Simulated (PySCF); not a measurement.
```yaml
atoms:
  - { symbol: F, position_ang: [1.6758, -0.8673, -0.9967] }
  - { symbol: C, position_ang: [2.3608, 0.0945, -0.3666] }
  - { symbol: F, position_ang: [2.2358, 1.1963, -1.1229] }
  - { symbol: F, position_ang: [3.6442, -0.2503, -0.3913] }
  - { symbol: S, position_ang: [1.8096, 0.3580, 1.3404] }
  - { symbol: C, position_ang: [0.0045, 0.4100, 1.1256] }
  - { symbol: C, position_ang: [-0.7198, -0.9430, 1.0973] }
  - { symbol: C, position_ang: [-1.8763, -0.5517, 0.1564] }
  - { symbol: Si, position_ang: [-0.9542, 1.0148, -0.4458] }
  - { symbol: H, position_ang: [-0.2985, 0.9885, 2.0005] }
  - { symbol: H, position_ang: [-0.0951, -1.7099, 0.6427] }
  - { symbol: H, position_ang: [-1.0333, -1.2958, 2.0789] }
  - { symbol: H, position_ang: [-2.1155, -1.3143, -0.5795] }
  - { symbol: H, position_ang: [-2.7867, -0.3351, 0.7113] }
  - { symbol: H, position_ang: [-1.5544, 2.3314, -0.2529] }
  - { symbol: H, position_ang: [-0.3044, 0.8828, -1.7414] }
```

Geometry: GFN2-xTB.

All numbers below come from PBE0/pcSseg-1, SCF density, gas phase, non-relativistic (PySCF 2.14.0).

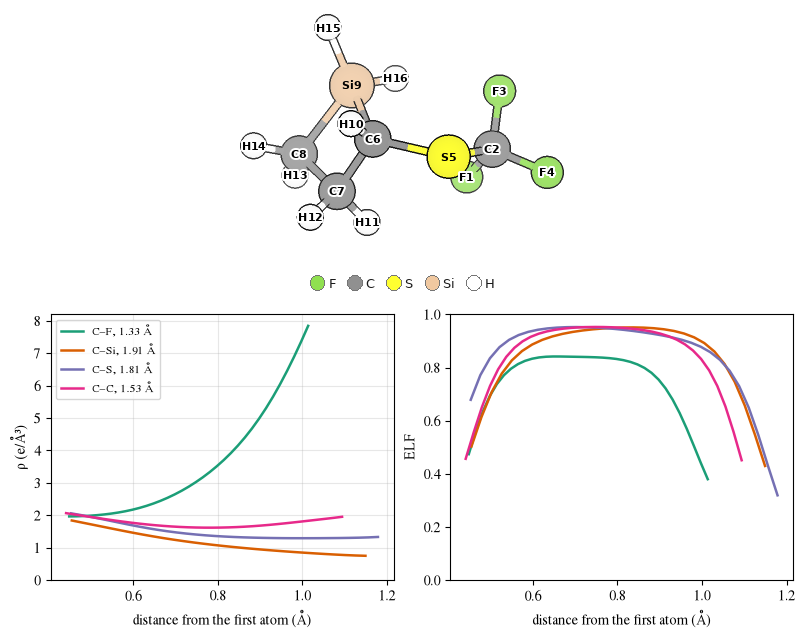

C4H7F3SSi. Electron density and electron localisation function along straight lines between neighbouring atoms. The curves leave out the atomic cores. The structure is drawn too.

Compare the contacts.

Answer. C–F (1.33 Å): ρ is about 2.4 e/Å³ halfway; the ELF peaks at about 0.85 between the atoms; a shared but strongly polarised pair.
C–Si (1.91 Å): ρ is about 0.89 e/Å³ halfway; the ELF peaks at about 0.95 between the atoms; localised, covalent bonding.
C–S (1.81 Å): ρ at the midpoint is about 1.3 e/Å³; the ELF peaks at about 0.95 between the atoms (a shared electron pair).
C–C (1.53 Å): the density is about 1.6 e/Å³ at the midpoint; the ELF peaks at about 0.95 between the atoms (a covalent bond).
